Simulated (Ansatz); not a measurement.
# C2H3BFN (SMILES FB1C=NC1) at HF/3-21G

What is the vertical ionisation energy of C2H3BFN at HF/3-21G? 

The calculation is run with Ansatz 0.2.0.

122 further runs of the same task are left out: 122 set aside as unsound or not needed.

## (1) The molecule

The species is C2H3BFN (8 atoms), meant as a singlet with charge 0. SMILES: `FB1C=NC1`. Geometry: relaxed at PBE0-D4/def2-TZVP.

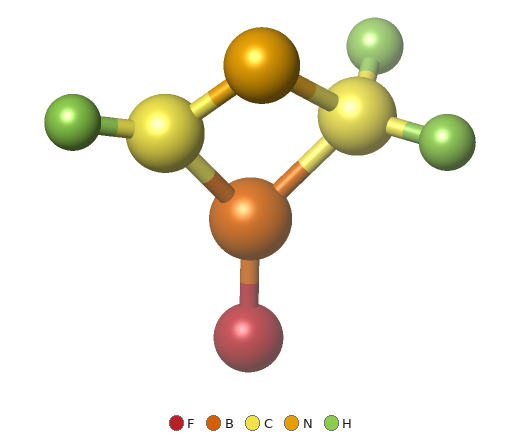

Viewed from a chosen angle; fluorine red, boron orange, carbon yellow, nitrogen amber, hydrogen green.

## (2) A single-point energy at HF/3-21G

Contents of in.yaml:

```yaml
crystal:
  periodic: [false, false, false]
  atoms:
    - {symbol: F, position_ang: [0.213200, -1.007300, 1.918400]}
    - {symbol: B, position_ang: [-0.024100, -0.304800, 0.836200]}
    - {symbol: C, position_ang: [0.319000, 1.128500, 0.345800]}
    - {symbol: "N", position_ang: [0.303900, 0.728600, -0.881200]}
    - {symbol: C, position_ang: [-0.301700, -0.640600, -0.682300]}
    - {symbol: H, position_ang: [0.656500, 2.120900, 0.633900]}
    - {symbol: H, position_ang: [0.257100, -1.432700, -1.186200]}
    - {symbol: H, position_ang: [-1.331600, -0.649700, -1.040300]}
basis:
  gaussian:
    orbitals: 3-21G.json
hamiltonian:
  xc: hf
accuracy: high
output: {orbitals: {seedname: orbitals}}
```

The basis set 3-21G is read from a file made from the Basis Set Exchange's data (not shown).

The run is started by

```bash
ansatz run in.yaml --threads 1 --pin off --max-ram 3480MiB --events-out events.jsonl --progress --plain --runs-dir runs
```

Output:

```text
Warning: RAYON_NUM_THREADS=1 ignored (pool sized by the plan → 1); use --threads N
Functional definition: HF
  name "HF"
  exchange = exact_x
  correlation = 0
1244 factors; integrals over basis functions are off by at most 4.2e-9 eV
mean field evaluation 1: about -6926.8213 eV, gradient 2.5e1 eV
mean field evaluation 2: about -6927.1808 eV, gradient 2.6e1 eV
mean field evaluation 4: about -6928.9730 eV, gradient 3.2e0 eV
mean field evaluation 8: about -6929.0254 eV, gradient 4.4e-1 eV
mean field evaluation 16: about -6929.0277 eV, gradient 4.6e-7 eV
mean field -6929.02770030 eV, -254.6370713222 hartree, gradient 2.6e-8 eV, S^2 0.000000; 0 other end points of the search recorded, 0 dependent functions left out
reference -6929.02770030 eV, -254.6370713222 hartree; 18, 18 occupied and 33, 33 virtual orbitals, 1244 factors
Total energy: -6929.02770030 eV, -254.6370713222 hartree
```

It took 0.54 s on 1 thread of Arm Neoverse V2, shared host; peak memory 0.11 GiB.

## (3) The doublet cation at the same level

Contents of run.yaml:

```yaml
crystal:
  periodic: [false, false, false]
  atoms:
    - {symbol: F, position_ang: [0.213200, -1.007300, 1.918400]}
    - {symbol: B, position_ang: [-0.024100, -0.304800, 0.836200]}
    - {symbol: C, position_ang: [0.319000, 1.128500, 0.345800]}
    - {symbol: "N", position_ang: [0.303900, 0.728600, -0.881200]}
    - {symbol: C, position_ang: [-0.301700, -0.640600, -0.682300]}
    - {symbol: H, position_ang: [0.656500, 2.120900, 0.633900]}
    - {symbol: H, position_ang: [0.257100, -1.432700, -1.186200]}
    - {symbol: H, position_ang: [-1.331600, -0.649700, -1.040300]}
basis:
  gaussian:
    orbitals: 3-21G.json
hamiltonian:
  xc: hf
total_charge: 1
accuracy: high
magnetization:
  spin_polarized: true
  initial_magnetization: 1
output: {orbitals: {seedname: orbitals}}
```

The basis set 3-21G is read from a file made from the Basis Set Exchange's data (not shown).

The run is started by

```bash
ansatz run run.yaml --threads 1 --pin off --max-ram 3480MiB --events-out events.jsonl --progress --plain --runs-dir runs
```

Output:

```text
Warning: RAYON_NUM_THREADS=1 ignored (pool sized by the plan → 1); use --threads N
[... 4 set-up lines as earlier in the session ...]
1244 factors; integrals over basis functions are off by at most 4.2e-9 eV
mean field evaluation 1: about -6916.3533 eV, gradient 2.7e1 eV
mean field evaluation 2: about -6916.3457 eV, gradient 2.7e1 eV
mean field evaluation 4: about -6919.9672 eV, gradient 3.6e0 eV
mean field evaluation 8: about -6920.4806 eV, gradient 8.6e-1 eV
mean field evaluation 16: about -6920.6442 eV, gradient 3.9e-3 eV
mean field evaluation 32: about -6920.2010 eV, gradient 5.3e0 eV
mean field -6920.64424788 eV, -254.3289851286 hartree, gradient 2.6e-8 eV, S^2 1.047886; 1 other end points of the search recorded, 0 dependent functions left out
reference -6920.64424788 eV, -254.3289851286 hartree; 18, 17 occupied and 33, 34 virtual orbitals, 1244 factors
Total energy: -6920.64424788 eV, -254.3289851286 hartree
```

It took 1.1 s on 1 thread of Arm Neoverse V2, shared host; peak memory 0.12 GiB.

## (4) What came out

Level: HF/3-21G.

| quantity | value |
| --- | --- |
| singlet C2H3BFN: total energy | -254.63707 Eh |
| singlet C2H3BFN: HOMO energy | -10.92 eV |
| singlet C2H3BFN: LUMO energy | 2.67 eV |
| singlet C2H3BFN: HOMO–LUMO gap | 13.59 eV |
| doublet cation: total energy | -254.32899 Eh |
| doublet cation: HOMO energy (highest over α and β) | -19.46 eV |
| doublet cation: LUMO energy (lowest over α and β) | -6.25 eV |
| doublet cation: ⟨S²⟩ | 1.048 |
| vertical ionisation energy (to the doublet cation) | 8.383 eV |

In words: Removing an electron at fixed nuclei costs 8.38 eV (193 kcal/mol). The negative HOMO energy of the first species, 10.92 eV, lies 2.53 eV above that difference. ⟨S²⟩ (doublet cation) is 1.05 where a pure doublet has 0.75: the reference is spin-contaminated.
